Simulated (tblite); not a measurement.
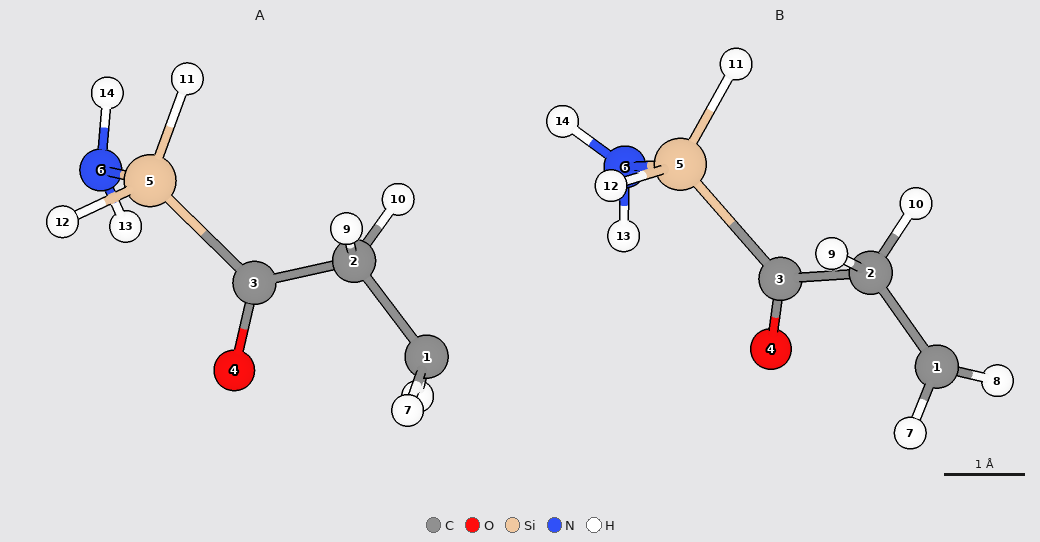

Two geometries of C₃H₈NOSi (multiplicity 2), drawn at one scale. One is the start of a relaxation, the other its converged end. The picture is a ball-and-stick view, seen from a free direction.

Computed with GFN2-xTB geometry optimisation, gas phase (tblite 0.8.0). 

Q: Which of the two is the end point?

A: Structure B is the relaxed one. After 126 geometry steps the energy has fallen by 17.2 kcal/mol. The atom that moves furthest after the best rigid fit is H14 (0.90 Å). By element the largest moves are H 0.90 Å, O 0.69 Å, C 0.31 Å, Si 0.26 Å, N 0.07 Å. Near-neighbour distances that change, for instance: C2–C3 1.470 → 1.548 Å, C3–Si5 1.854 → 1.927 Å, C1–H7 1.140 → 1.073 Å, Si5–N6 1.775 → 1.709 Å. Among the angles between lasting bonds that change: Si5–N6–H14 109.9° → 121.8°, C2–C1–H8 108.5° → 119.8°, C3–C2–H9 116.0° → 105.1°. Groups turn about C3–Si5 by about 35°. The run took 0.59 s on 1 thread of Arm Neoverse V2, on a shared host.
